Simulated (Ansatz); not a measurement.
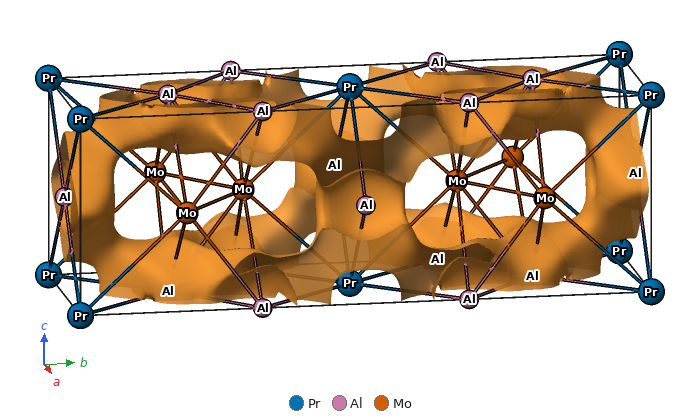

The picture shows: PrAl3Mo2. Isosurface of the ELF at 0.55 (orange), seen slightly off an axis. Only the valence region is drawn (cores and ρ < 0.01 e/Å³ removed). Sticks mark near contacts.

Space group Cmmm; a structure generated by program, which may or may not match a known phase; computed without spin polarisation; no Hubbard U on the f states and no spin–orbit coupling.

The calculation used Ansatz, DFT PBE, scalar-relativistic, plane waves, PAW; 4f electrons in the core of a trivalent norm-conserving potential.

```
Pr Al Mo
1.0
     3.96645    0.00000    0.00000
     0.00000   12.83209    0.00000
     0.00000    0.00000    4.46896
Pr Al Mo
2 6 4
Direct
  0.00000 0.00000 0.00000
  0.50000 0.50000 0.00000
  0.00000 0.50000 0.50000
  0.50000 0.00000 0.50000
  0.00000 0.68082 0.00000
  0.50000 0.18082 0.00000
  0.00000 0.31918 0.00000
  0.50000 0.81918 0.00000
  0.00000 0.81299 0.50000
  0.50000 0.31299 0.50000
  0.00000 0.18701 0.50000
  0.50000 0.68701 0.50000
```

Question: What do the ELF domains correspond to?

Answer: The surface consists of one network that runs through the whole crystal, counted in one cell of 12 atoms. Any copies at cell faces, edges or corners count once. Along the contacts the grid gives the following. Mo–Mo (2.56 Å): the ELF is about 0.45 at the midpoint. Al–Al (2.66 Å): the ELF reaches about 0.60 near the midpoint.
